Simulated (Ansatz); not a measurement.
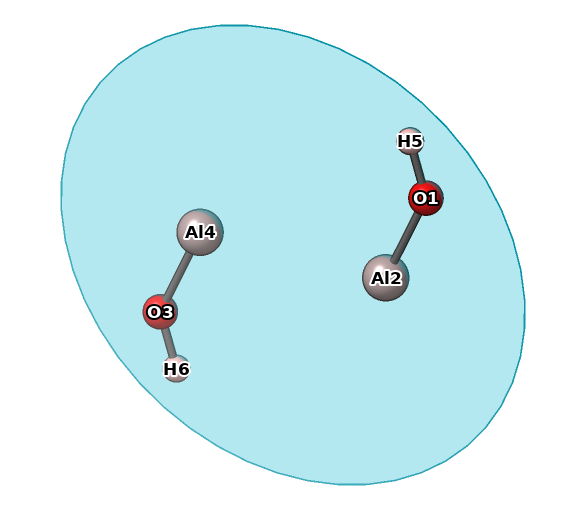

A disc through the centre of mass is drawn in. Distant atoms are faded towards the background colour. The geometry was computed by an optimisation with PBE0-D4/def2-TZVP. No frequency run is at hand to confirm it as a minimum.

Is the plane of the disc a mirror plane of the structure?

Yes. The reflection leaves O1, Al2, O3, Al4, H5, H6 in place. The point group is C2h.
